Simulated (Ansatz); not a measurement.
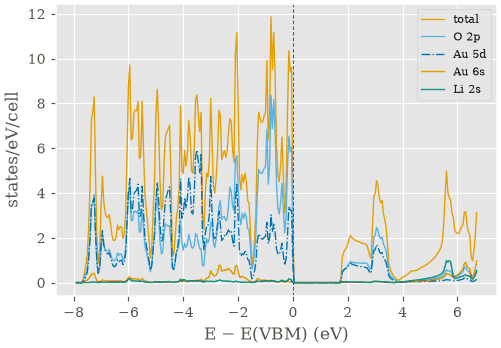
Fig. 1. Total and projected density of states of LiAuO$_{2}$ in space group I4_122 (No. 98; Li on 4a, Au on 4b, O on 8f), LDA in the plane-wave PAW code Ansatz

**Question.** Which orbitals carry the states next to the gap?

**Answer.** Top 1 eV of the valence band: O 2p 69 %, Au 5d 27 %. Bottom 1 eV of the conduction band: O 2p 47 %, Au 5d 41 %, O 2s 7 %. Projections are on Löwdin-orthogonalised atomic valence shells; empty p or d shells of many metals are not among them.

**Question.** Where is the tallest occupied peak in this window, and what makes it?

**Answer.** Near -0.8 eV, about 12 states/eV per cell; the largest projected share is O 2p.

The first step of the workflow began from a Materials Project structure, measured or hypothetical; the Crystallography Open Database copy checked does not list it. With Li and Au taken as one species the cell has the higher symmetry P4_2/mmc, so it may be an ordered model of a mixed-site phase. Whether it is the stable phase at ambient conditions was not checked. The cell was relaxed with LDA under the symmetry of its start; of distortions, only those at the zone centre were tested. Scalar-relativistic: spin–orbit coupling is off unless named, which matters more the heavier the elements.

Potentials: the later of the program's two PAW sets.
